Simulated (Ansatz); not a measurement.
C5H4BF3

The calculation's input:

```
crystal:
  periodic: [false, false, false]
  atoms:
    - {symbol: C, position_ang: [2.077774, 0.856576, -0.635378]}
    - {symbol: C, position_ang: [0.713642, 1.341577, -0.525828]}
    - {symbol: C, position_ang: [-0.427865, 1.746626, -0.434541]}
    - {symbol: C, position_ang: [-1.784652, 2.180377, -0.353242]}
    - {symbol: C, position_ang: [-2.063409, 3.338719, 0.279756]}
    - {symbol: B, position_ang: [-2.899562, 1.302720, -0.997501]}
    - {symbol: F, position_ang: [-3.284046, 3.813592, 0.401493]}
    - {symbol: F, position_ang: [-4.173051, 1.638228, -0.959273]}
    - {symbol: F, position_ang: [-2.590702, 0.178042, -1.610151]}
    - {symbol: H, position_ang: [2.431732, 0.441371, 0.321644]}
    - {symbol: H, position_ang: [2.152454, 0.062076, -1.394051]}
    - {symbol: H, position_ang: [2.766829, 1.665333, -0.925432]}
    - {symbol: H, position_ang: [-1.309150, 3.982731, 0.744822]}
basis:
  gaussian: {orbitals: def2-SVPD}
output: {forces: true, orbitals: {seedname: orbitals}}
hamiltonian: {xc: pbe0}
```

Launched as:

```sh
ansatz run input.yaml --threads 4 --pin off --max-ram 7830MiB --events-out events.jsonl --progress --plain --runs-dir runs
```

Geometry: PBE0-D3(BJ)/def2-SVP.

Theory: Ansatz 0.2.0, isolated molecule in a Gaussian basis; Kohn-Sham density functional theory, functional PBE0.

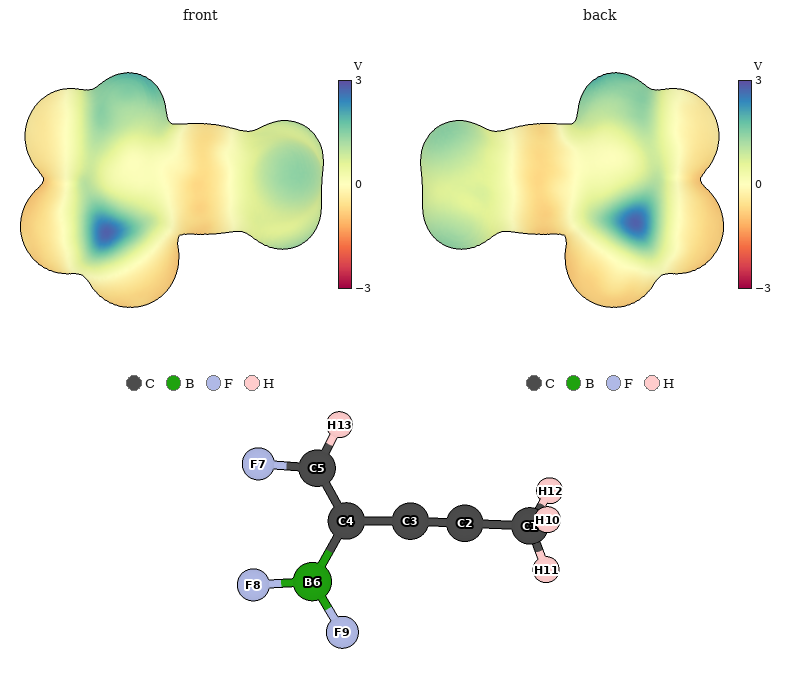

Figure 1. The electrostatic potential painted on the density surface at 0.004 e/bohr³, seen from the front and from behind; red is negative and blue positive. The bare structure is drawn below in the same view.

Where is the surface potential most negative and most positive?

Answer. The most negative region (about −0.9 V, or −21 kcal/mol for a unit charge) lies over the C and F atoms, the most positive (about +2.6 V, or +60 kcal/mol for a unit charge) over B6.

What dipole moment does the calculation give?

Answer. Its dipole moment is 3.03 D.

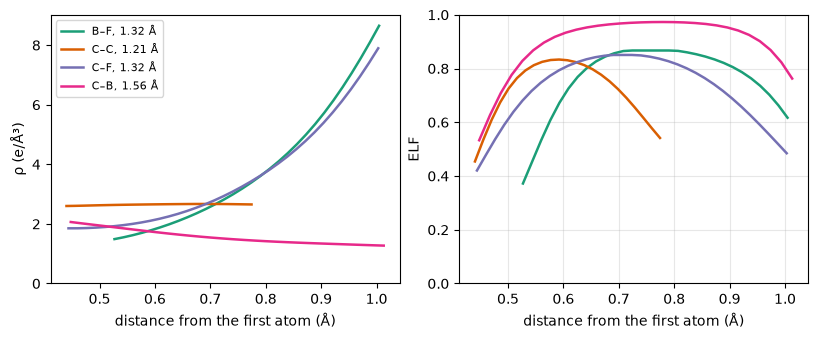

Figure 2. Electron density and ELF along straight lines between neighbouring atoms. The curves leave out the atomic cores.

What can be read from the curves?

Answer. B–F (1.32 Å): ρ at the midpoint is about 2.2 e/Å³; the ELF peaks at about 0.85 between the atoms, as expected for a polar covalent bond.
C–C (1.21 Å): the density is about 2.7 e/Å³ at the midpoint; the ELF peaks at about 0.85 between the atoms: a short, multiple covalent bond.
C–F (1.32 Å): the density is about 2.4 e/Å³ at the midpoint; the ELF peaks at about 0.85 between the atoms: a shared but strongly polarised pair.
C–B (1.56 Å): the density is about 1.4 e/Å³ at the midpoint; the ELF peaks at about 1 between the atoms, as expected for a covalent bond.

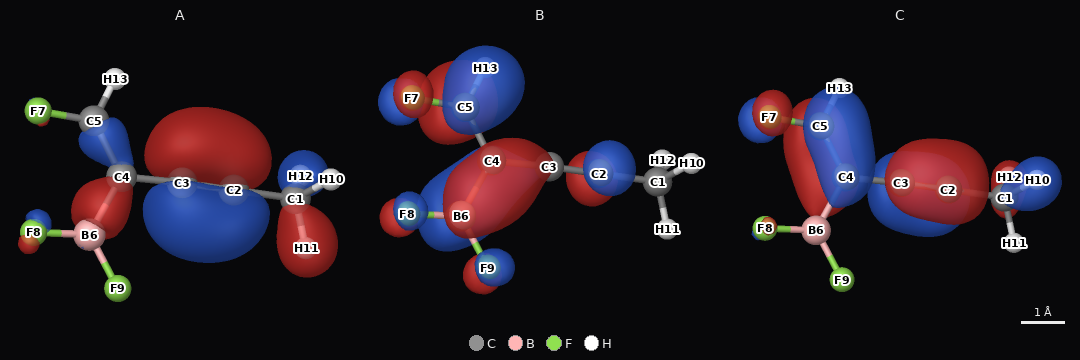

Figure 3. Three frontier orbitals at ±0.1 Å⁻³ᐟ² (red and blue are the two phases), in no order.

Order the three orbitals by energy and name them.

Answer. A is the HOMO−1 (−7.77 eV). It lies mainly on C3 (about 40 %), C2 (about 35 %) and C1 (about 5 %); π-bonding across C3–C2. C is the HOMO (−7.05 eV). By Hirshfeld shares it lies mainly on C2 (about 30 %), C3 (about 20 %), C5 (about 15 %), C4 (about 15 %) and F7 (about 5 %). B is the LUMO (−1.77 eV). By Hirshfeld shares it lies mainly on C5 (about 35 %), B6 (about 20 %), C4 (about 20 %) and F7 (about 5 %).

What is the HOMO–LUMO gap?

Answer. 5.28 eV between the orbital energies.
